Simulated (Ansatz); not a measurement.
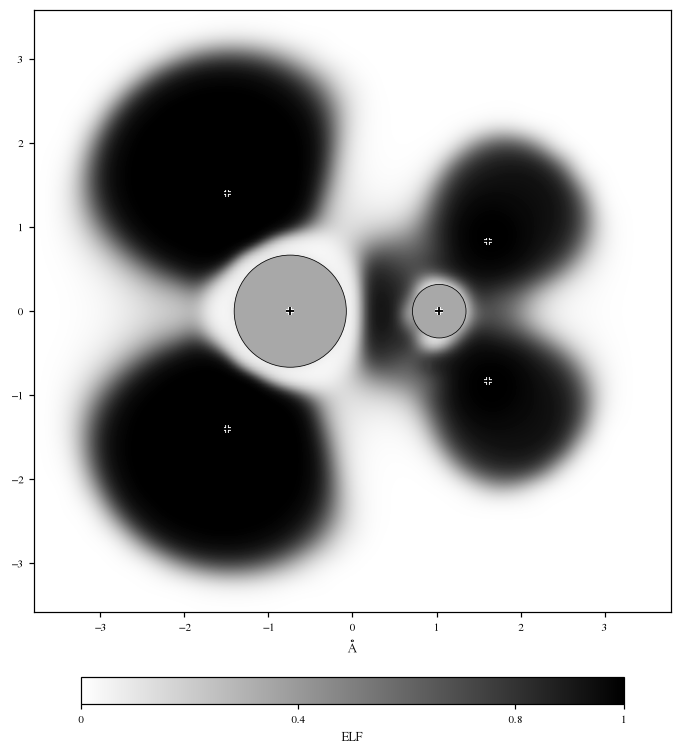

The electron localisation function on a plane through atoms (crosses mark nuclei in the plane; grey discs cover the cores).

Method: RKS PBE0/def2-SVP in Ansatz 0.2.0.

Candidates:
A. ClGeH$_{3}$O$_{2}$
B. AlH$_{4}$N···H$_{2}$

Question: Which system is this?

Answer: Candidate B: AlH$_{4}$N···H$_{2}$ on the plane of atoms H5, Al1 and H6, which holds Al, N and H. Al–N (1.78 Å): the ELF peaks at about 0.90 between the atoms; a shared but strongly polarised pair. N–H (1.01 Å): the ELF climbs to about 1 towards the hydrogen, as it does in any bond to H; an ordinary covalent bond to hydrogen.
